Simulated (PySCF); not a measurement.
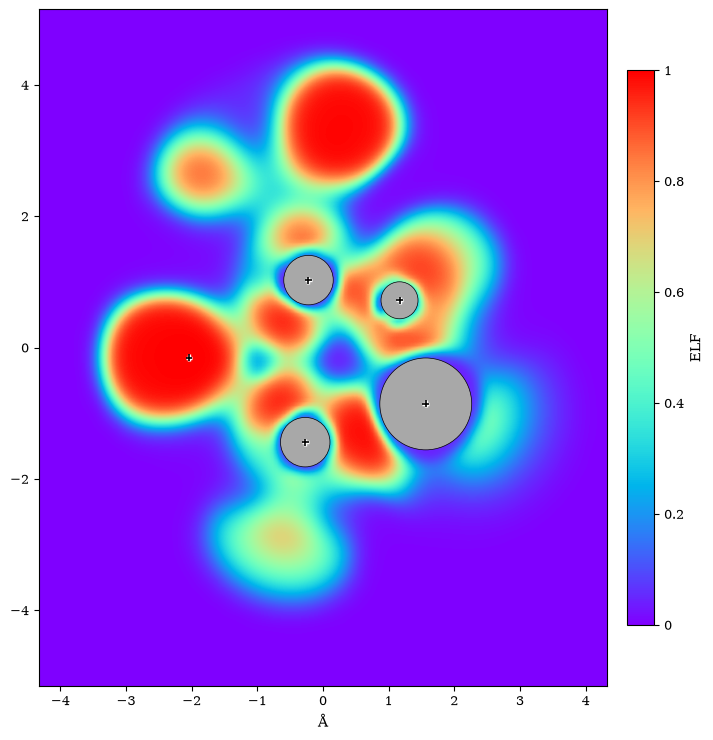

The ELF on a plane through atoms (crosses mark nuclei in the plane; grey discs cover the cores).

Method: B3LYP/def2-SVPD, SCF density, gas phase in PySCF.

Candidates:
A. C₄H₈BrClSi (SMILES C=C[SiH2][C@](C)(Cl)Br)
B. C₄H₉FOSi

Q: Which candidate gave the map?

A: Candidate B: C₄H₉FOSi on the plane of atoms C2, O7 and Si6, which holds C, Si, O and H. C–O (1.42 Å): the ELF peaks at about 0.90 between the atoms: a shared but strongly polarised pair. Si–O (1.63 Å): the ELF peaks at about 0.90 between the atoms (a short, strongly polar bond).
